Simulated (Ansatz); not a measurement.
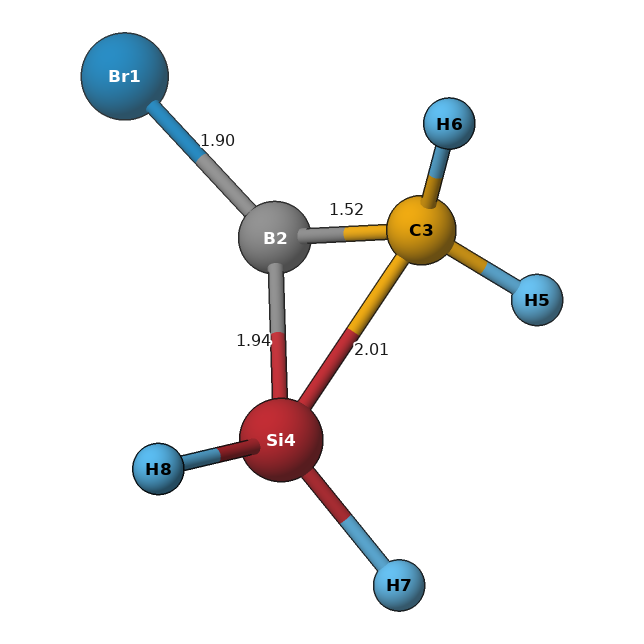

Bond lengths are marked in Å; every bond is drawn as one stick. Computed geometry: PBE-D4/def2-SVP optimisation. No frequency run is at hand to confirm it as a minimum.

Q: Which of the marked bonds are single, double, triple or aromatic?

A: Br1–B2 single; B2–C3 single; B2–Si4 single; C3–Si4 single.

Q: Write the SMILES.

A: BrB1C[SiH2]1
